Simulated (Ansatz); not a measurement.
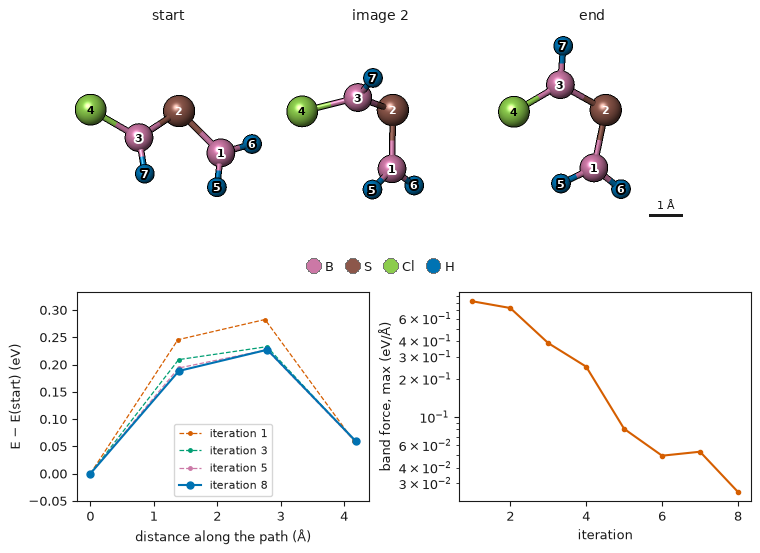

A search for the minimum-energy path of B2H3SCl by the nudged elastic band. Images are numbered from 0 (start) to 3 (end). The plot follows the band through its iterations. The picture is a ball-and-stick view, seen at a tilt.

All numbers below come from RKS PBE/6-31G* (Ansatz). Set-up: 2 movable images; no climbing image; force threshold 0.03 eV/Å; iteration limit 60; starting path by image-dependent pair potential.

Judge this run.

The run is converged, with reservations. The band converged in 8 iterations. The largest component of the band force went from 0.82 to 0.026 eV/Å. No image climbed, so the highest image needn't lie on the saddle point, and the true maximum along this path can be higher. So few images resolve the path coarsely. The first iteration put the highest image at 0.283 eV. Forward barrier 0.227 eV, backward barrier 0.168 eV, with image 2 at the top; the reaction energy is +0.059 eV.
